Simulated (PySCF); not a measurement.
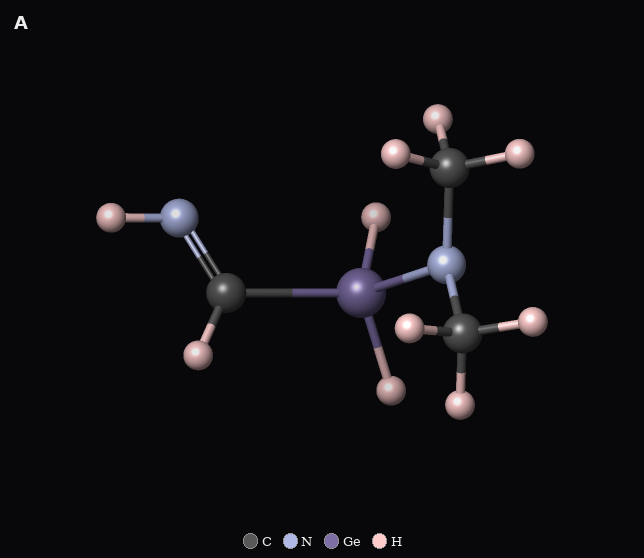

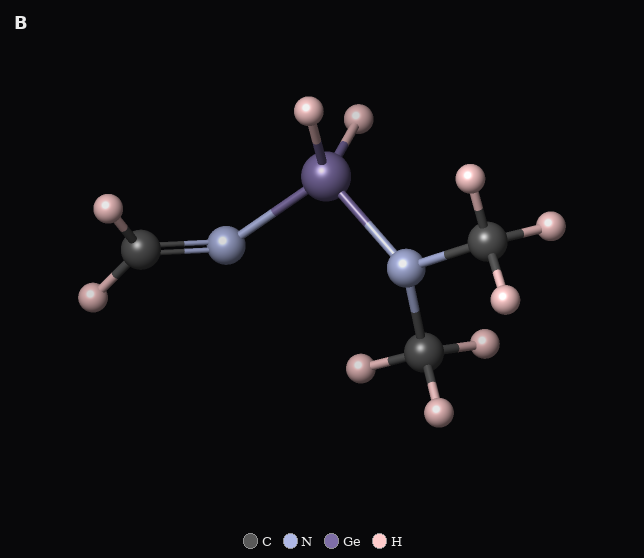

2 stationary structures of one formula. Geometries: GFN2-xTB. Electronic energies: CAM-B3LYP/def2-SVPD (PySCF 2.14.0), without zero-point energy. No frequency run is at hand to confirm each as a minimum. Each is one conformer, not always the lowest.

### How are they related?

They are constitutional isomers of C3H10GeN2: A `[H]/N=[CH]/[GeH2][N](C)C`, B `C=[N][GeH2][N](C)C`.

### Rank them by energy, lowest first.

B is lowest; A lies 4.9 kcal/mol above it.

The geometry is semi-empirical. Around Ge such bond lengths and angles can be off by a tenth of an ångström or more and by several degrees, and values that hang on the shape move with them.
